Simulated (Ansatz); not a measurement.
# CH₃AlF₂···H₂: what the fields show

Input

```
crystal:
  periodic: [false, false, false]
  atoms:
    - { symbol: Al, position_ang: [0.0, 0.0, 0.0] }
    - { symbol: C, position_ang: [0.0, 0.0, 2.32] }
    - { symbol: H, position_ang: [-0.9996, -0.3092, 2.6905] }
    - { symbol: H, position_ang: [0.7676, -0.7111, 2.6905] }
    - { symbol: H, position_ang: [0.232, 1.0203, 2.6905] }
    - { symbol: F, position_ang: [1.4635, 0.0, -0.845] }
    - { symbol: F, position_ang: [-1.4635, 0.0, -0.845] }
    - { symbol: H, position_ang: [-0.2382, -1.749, 0.5865] }
    - { symbol: H, position_ang: [-0.19, -1.3947, 1.5677] }
basis:
  gaussian: { orbitals: def2-SVP }
hamiltonian:
  xc: r2scan
relax:
  f_tol: 0.15
  max_steps: 25
  restrain:
    - { distance: [0, 7], at: 2.76, k: 30.0 }
    - { distance: [8, 1], at: 2.31, k: 30.0 }
    - { distance: [0, 1], at: 1.97, k: 30.0 }
    - { distance: [8, 7], at: 0.66, k: 30.0 }
output:
  orbitals: {}
```

Command:

```sh
ansatz run input.yaml --threads 2 --pin off --max-ram 3072MiB --backend cpu --events-out ev --progress --plain --runs-dir out
```

The fields are those of the run's last geometry, not of the input's.

Not at a stationary point (largest force 1.8 eV/Å).

Level of theory: RKS r2SCAN/def2-SVP in Ansatz.

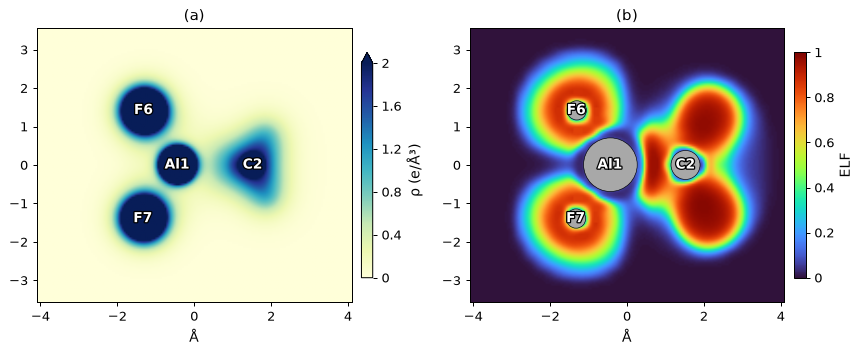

Figure 1. (a) electron density; (b) electron localisation function on the plane of atoms F6, Al1 and F7. Grey discs cover the atomic cores in the ELF map.

Q: Read the bonding off the picture.

A:
- The plane passes through Al, C and F nuclei.
- Al–F (1.66 Å): ρ at the midpoint is about 0.8 e/Å³; the ELF peaks at about 0.85 in the valence shell of F, 0.6 Å from its nucleus, and is about 0.30 at the midpoint.
- C–Al (1.96 Å): ρ at the midpoint is about 0.72 e/Å³; the ELF peaks at about 0.95 in the valence shell of C, 0.7 Å from its nucleus, and is about 0.90 at the midpoint.
- The ELF also peaks beside F7 and F6, away from the bonds: lone-pair regions.

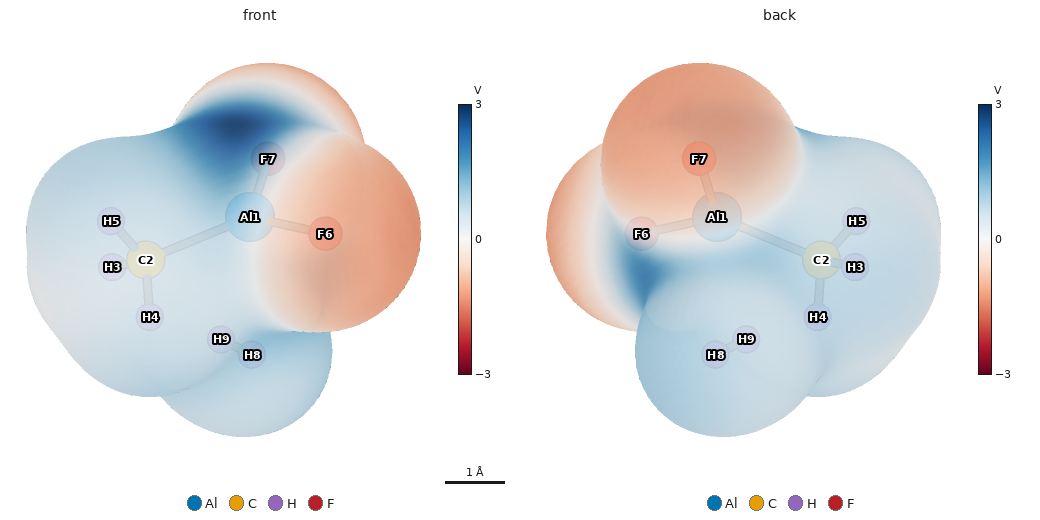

Figure 2. The molecular electrostatic potential painted on the density surface at 0.001 e/bohr³, seen from the front and from behind; the colour scale runs from red (negative) to blue (positive).

Q: Describe the electrostatic potential map.

A: The most negative region (about −1.3 V, or −30 kcal/mol for a unit charge) lies over F6 and F7, the most positive (about +2.6 V, or +60 kcal/mol for a unit charge) over Al1.

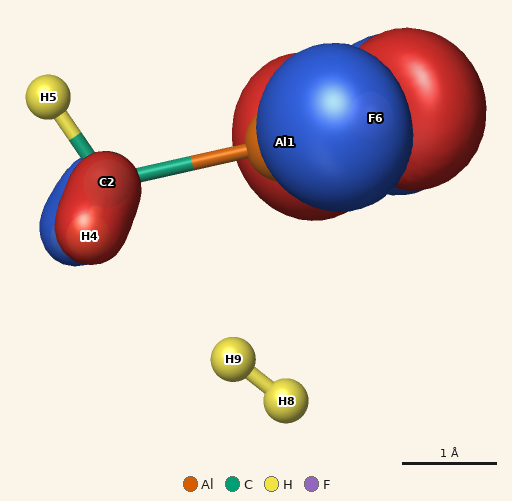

Figure 3. The HOMO−1 at ±0.1 Å⁻³ᐟ² (blue and red are the two phases), seen across its widest extent.

Q: Describe this orbital and give its energy.

A: Its weight (Hirshfeld) is mainly on F7 (about 45 %) and F6 (about 45 %); largely a combination of lone pairs on F7 and F6. Its energy is −9.26 eV.

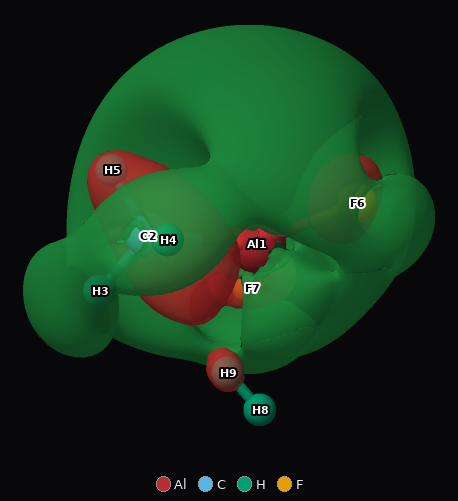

Figure 4. One frontier orbital at ±0.05 Å⁻³ᐟ² (green and red are the two phases), seen at a tilt.

Q: Which orbital is it: HOMO or LUMO?

A: The LUMO, at −0.49 eV. Its weight (Hirshfeld) is mainly on Al1 (about 65 %), C2 (about 10 %), F7 (about 10 %) and F6 (about 10 %).
